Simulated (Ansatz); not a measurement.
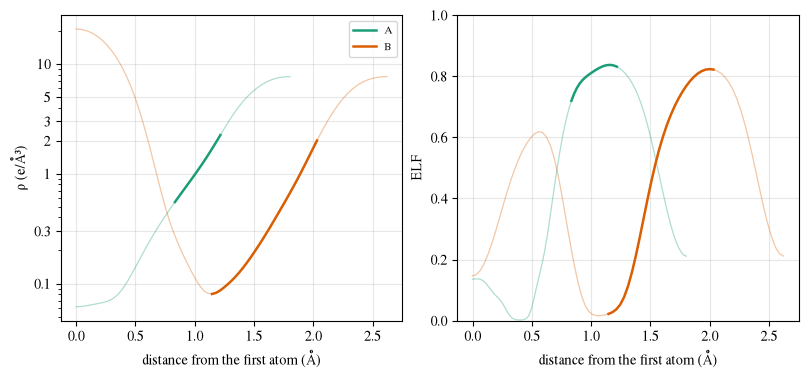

*Na₄AlO. Valence pseudo-density and electron localisation function along straight lines between neighbouring atoms. Thin, pale parts lie inside the atomic spheres.*

Space group P-1; a generated structure, not necessarily the stable one; changed on purpose from its base cell (the structure that the rattled cell fell into).

Computed with Ansatz, DFT PBE, scalar-relativistic, plane waves, PAW.

In a PAW calculation such maps are meaningful between the atoms, not at the nuclei.

Which curve belongs to which contact (Al–O and Na–O)? The first atom named is at distance zero.

Curve A: Al–O (1.80 Å): ρ at the midpoint is about 0.7 e/Å³; the ELF peaks at about 0.85 in the valence shell of O, 0.7 Å from its nucleus, and is about 0.75 at the midpoint. Curve B: Na–O (2.62 Å): the density is about 0.11 e/Å³ at the midpoint; the ELF is about 0.10 at the midpoint (no shared electron pair shows on this line).
